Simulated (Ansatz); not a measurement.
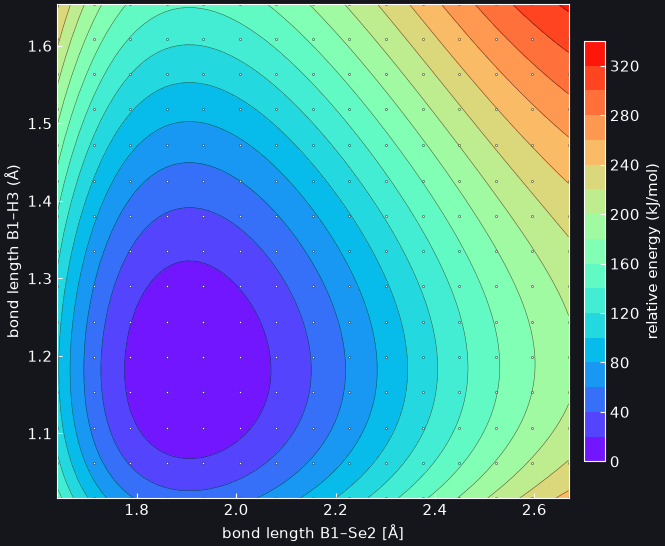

Energy landscape of BH₂Se, SMILES [BH][SeH], spin multiplicity 2. 
- The first coordinate is: bond length B1–Se2; the second: bond length B1–H3.
- Nothing is relaxed (all other coordinates rigid).
- The grid has 15 × 15 points.
- Points are written as (first, second).
- Energies: kJ/mol, counted from the relaxed molecule at the same level.
- All numbers below come from UHF/def2-TZVP in Ansatz.

The picture shows filled contours, dots at the grid points. Between grid points the surface is interpolated. 

Question: What does the map say about the system?

Answer: The lowest grid point is at (1.934 Å, 1.199 Å), 1.1 kJ/mol from the relaxed molecule at the same level. No other kind of well shows on this grid. The highest grid point, (2.669 Å, 1.654 Å), lies 323 kJ/mol above the lowest. Round the minimum the two coordinates are nearly uncoupled.

Time for the 225 points that were run: 8.9 min on 1 thread of Arm Neoverse V2 (shared host).
